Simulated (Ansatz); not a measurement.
**[SiH3]− (SMILES [SiH3-]) at 5 levels**

Aim: a comparison of 5 runs (HF/STO-3G, HF/3-21G, HF/def2-SVP, B3LYP/6-31G*, B3LYP/cc-pVDZ) of [SiH3]−. 

Program for the calculation: Ansatz 0.2.0.

6 further runs of the same task are left out: 4 for a known fault of the program, 1 that didn't finish, 1 set aside as unsound or not needed.

## 1. The structure to begin with

The species is [SiH3]− (4 atoms), meant as a singlet with charge -1. SMILES: `[SiH3-]`. The coordinates come from a PBE0-D4/def2-TZVPD relaxation.

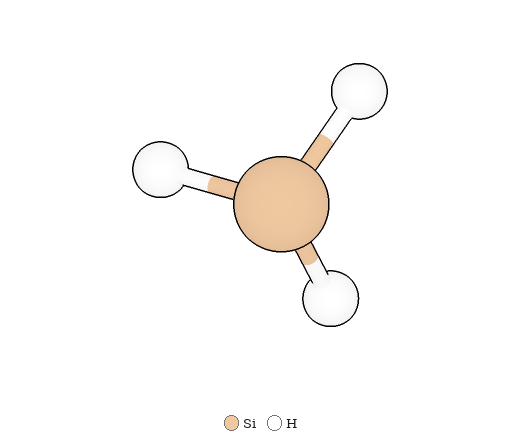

The structure, seen from a chosen angle (silicon light orange, hydrogen white).

## 2. Energy and forces at HF/STO-3G (run 1)

run.yaml reads:

```yaml
crystal:
  periodic: [false, false, false]
  atoms:
    - {symbol: Si, position_ang: [0.539700, -0.050700, -0.300900]}
    - {symbol: H, position_ang: [0.426600, 0.622300, 1.085900]}
    - {symbol: H, position_ang: [-0.298500, -1.283700, 0.106800]}
    - {symbol: H, position_ang: [-0.667800, 0.712200, -0.891800]}
basis:
  gaussian: {orbitals: STO-3G}
total_charge: -1
hamiltonian: {xc: hf}
accuracy: high
output: {forces: true, orbitals: {seedname: orbitals}}
```

Started as:

```bash
$ ansatz run run.yaml --threads 1 --pin off --max-ram 2610MiB --events-out events.jsonl --progress --plain --runs-dir runs
```

The program printed:

```text
Warning: RAYON_NUM_THREADS=1 ignored (pool sized by the plan → 1); use --threads N
Functional definition: HF
  name "HF"
  exchange = exact_x
  correlation = 0
181 factors; integrals over basis functions are off by at most 8.1e-9 eV
mean field evaluation 1: about -7812.1664 eV, gradient 5.2e0 eV
mean field evaluation 2: about -7812.1832 eV, gradient 5.1e0 eV
mean field evaluation 4: about -7812.3367 eV, gradient 2.7e-1 eV
mean field evaluation 8: about -7812.3370 eV, gradient 3.1e-7 eV
mean field -7812.33700379 eV, -287.0980894971 hartree, gradient 4.9e-8 eV, S^2 0.000000; 0 other end points of the search recorded, 0 dependent functions left out
the calculation of the forces begins
reference -7812.33700379 eV, -287.0980894971 hartree; 9, 9 occupied and 3, 3 virtual orbitals, 181 factors
Total energy: -7812.33700379 eV, -287.0980894971 hartree
Atom 0 at     0.539700    -0.050700    -0.300900 Å, force    -1.472720     0.138523     0.819384 eV/Å
Atom 1 at     0.426600     0.622300     1.085900 Å, force    -0.154002    -0.689335    -1.320160 eV/Å
Atom 2 at    -0.298500    -1.283700     0.106800 Å, force     0.616808     1.336143    -0.280202 eV/Å
Atom 3 at    -0.667800     0.712200    -0.891800 Å, force     1.009914    -0.785331     0.780978 eV/Å
Dipole moment:     0.147326    -0.013852    -0.082071 e Å
```

Run time: 0.08 s. Hardware: 1 thread of Arm Neoverse V2, shared host.

## 3. Energy and forces at HF/3-21G (run 2)

job.yaml reads:

```yaml
crystal:
  periodic: [false, false, false]
  atoms:
    - {symbol: Si, position_ang: [0.539700, -0.050700, -0.300900]}
    - {symbol: H, position_ang: [0.426600, 0.622300, 1.085900]}
    - {symbol: H, position_ang: [-0.298500, -1.283700, 0.106800]}
    - {symbol: H, position_ang: [-0.667800, 0.712200, -0.891800]}
basis:
  gaussian:
    orbitals: 3-21G.json
total_charge: -1
hamiltonian:
  xc: hf
accuracy: high
output:
  forces: true
  orbitals: {seedname: orbitals}
```

The basis set 3-21G is read from a file made from the Basis Set Exchange's data (not shown).

Started as:

```bash
$ ansatz run job.yaml --threads 1 --pin off --max-ram 2610MiB --events-out events.jsonl --progress --plain --runs-dir runs
```

The program printed (excerpt; [...] marks lines left out):

```text
Warning: RAYON_NUM_THREADS=1 ignored (pool sized by the plan → 1); use --threads N
[... 2 set-up lines as earlier in the session ...]
[...]
380 factors; integrals over basis functions are off by at most 4.5e-9 eV
[...]
mean field -7866.38087754 eV, -289.0841652250 hartree, gradient 2.4e-8 eV, S^2 0.000000; 0 other end points of the search recorded, 0 dependent functions left out
[...]
reference -7866.38087754 eV, -289.0841652250 hartree; 9, 9 occupied and 10, 10 virtual orbitals, 380 factors
Total energy: -7866.38087754 eV, -289.0841652250 hartree
Atom 0 at     0.539700    -0.050700    -0.300900 Å, force     0.128071    -0.011984    -0.072692 eV/Å
Atom 1 at     0.426600     0.622300     1.085900 Å, force     0.078158     0.125063     0.221366 eV/Å
Atom 2 at    -0.298500    -1.283700     0.106800 Å, force    -0.066495    -0.255654     0.025350 eV/Å
Atom 3 at    -0.667800     0.712200    -0.891800 Å, force    -0.139734     0.142574    -0.174023 eV/Å
Dipole moment:    -0.085009     0.007984     0.047476 e Å
```

Wall time 0.14 s (1 thread of Arm Neoverse V2, shared host).

Runs 3 to 4 aren't shown in full; the table further down has their settings and results.

## 4. Energy and gradient at B3LYP/cc-pVDZ (run 5)

job.yaml: that of step 3 with these lines changed.

```diff
@@ -8,10 +8,6 @@
 basis:
-  gaussian:
-    orbitals: 3-21G.json
+  gaussian: {orbitals: cc-pVDZ}
 total_charge: -1
-hamiltonian:
-  xc: hf
+hamiltonian: {xc: {name: B3LYP}}
 accuracy: high
-output:
-  forces: true
-  orbitals: {seedname: orbitals}
+output: {forces: true, orbitals: {seedname: orbitals}}
```

Started as:

```bash
$ ansatz run job.yaml --threads 1 --pin off --max-ram 2610MiB --events-out events.jsonl --progress --plain --runs-dir runs
```

The program printed (excerpt; [...] marks lines left out):

```text
Warning: RAYON_NUM_THREADS=1 ignored (pool sized by the plan → 1); use --threads N
Functional definition: B3LYP
  name "B3LYP"
[...]
716 factors; integrals over basis functions are off by at most 3.5e-9 eV
[...]
mean field -7926.33299766 eV, -291.2873650025 hartree, gradient 1.3e-8 eV, S^2 0.000000; 0 other end points of the search recorded, 0 dependent functions left out
[...]
reference -7926.33302890 eV, -291.2873661508 hartree; 9, 9 occupied and 24, 24 virtual orbitals, 716 factors
Total energy: -7926.33302890 eV, -291.2873661508 hartree
Atom 0 at     0.539700    -0.050700    -0.300900 Å, force     0.395062    -0.037086    -0.221495 eV/Å
Atom 1 at     0.426600     0.622300     1.085900 Å, force    -0.038564     0.105758     0.225880 eV/Å
Atom 2 at    -0.298500    -1.283700     0.106800 Å, force    -0.150070    -0.187817     0.074645 eV/Å
Atom 3 at    -0.667800     0.712200    -0.891800 Å, force    -0.206428     0.119146    -0.079030 eV/Å
Dipole moment:    -0.037520     0.003523     0.020990 e Å
```

Wall time 1.4 s (1 thread of Arm Neoverse V2, shared host); peak memory 0.1 GiB.

## 5. Overview of the runs

| run | level | energy (Eh) | HOMO energy (eV) | LUMO energy (eV) | HOMO–LUMO gap (eV) | wall time |
| --- | --- | --- | --- | --- | --- | --- |
| 1 | HF/STO-3G | -287.098089 | 3.22 | 22.37 | 19.15 | 0.08 s |
| 2 | HF/3-21G | -289.084165 | -1.44 | 10.75 | 12.20 | 0.14 s |
| 3 | HF/def2-SVP | -290.533098 | -1.51 | 10.55 | 12.06 | 0.26 s |
| 4 | B3LYP/6-31G* (spherical functions) | -291.270068 | 0.94 | 7.10 | 6.16 | 0.98 s |
| 5 | B3LYP/cc-pVDZ | -291.287366 | 0.97 | 7.15 | 6.18 | 1.4 s |

## 6. Outcome

| quantity | value |
| --- | --- |
| run 5: total energy | -291.28737 Eh |
| run 5: HOMO energy | 0.97 eV |
| run 5: LUMO energy | 7.15 eV |
| run 5: HOMO–LUMO gap (to an unbound level, set by the basis) | 6.18 eV |
| run 5: largest force on an atom | 0.454 eV/Å |

The HOMO–LUMO gap runs from 6.16 eV (B3LYP/6-31G*) to 19.15 eV (HF/STO-3G). The two ends differ in method and basis. The empty levels of an anion lie above zero and hang on the basis. In runs 1, 4, 5 the HOMO lies above zero, so the outermost electron may be held by the basis alone. In run 1 the basis is minimal, so the values are rough. All runs together took 2.8 s, the longest 1.4 s.
